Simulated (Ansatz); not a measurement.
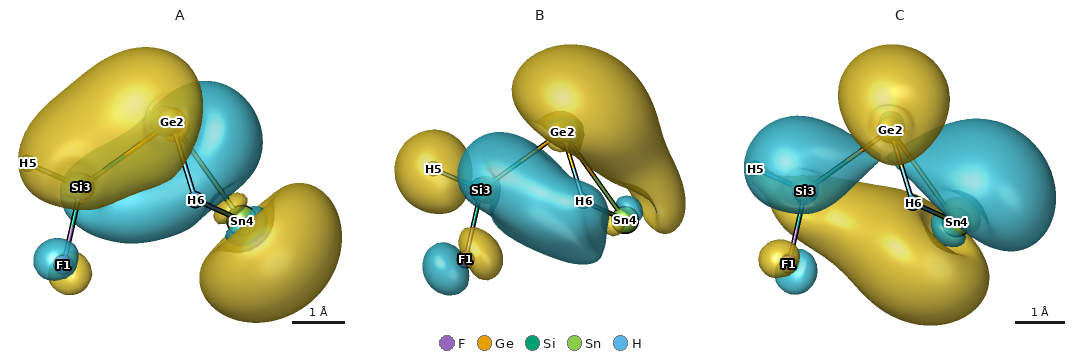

FGeH₂SiSn (charge +1). Three frontier orbitals at ±0.08 Å⁻³ᐟ² (yellow and cyan are the two phases), in no order.

Geometry: r2SCAN-D4/def2-SVP; core potentials replace the inner electrons of Sn.

All numbers below come from isolated molecule in a Gaussian basis; Kohn-Sham density functional theory, functional PBE0 in Ansatz.

```xyz
6

F    -2.3276   -1.8420   -0.9680
Ge    0.4434   -3.1986   -2.5806
Si   -0.7658   -2.2268   -0.8743
Sn   -0.1133   -0.8932   -3.7074
H    -0.2787   -1.9426    0.4990
H    -0.9490   -2.7913   -3.4804
```

**Order the three orbitals by energy and name them.**

B is the HOMO−1 (−12.68 eV). Its weight (Hirshfeld) is mainly on Ge2 (about 50 %), Si3 (about 20 %) and Sn4 (about 15 %). A is the HOMO (−11.34 eV). It lies mainly on Sn4 (about 40 %), Ge2 (about 35 %) and Si3 (about 20 %). C is the LUMO (−8.36 eV). By Hirshfeld shares it lies mainly on Sn4 (about 55 %), Ge2 (about 20 %) and Si3 (about 15 %).

**What is the HOMO–LUMO gap?**

2.98 eV between the orbital energies.
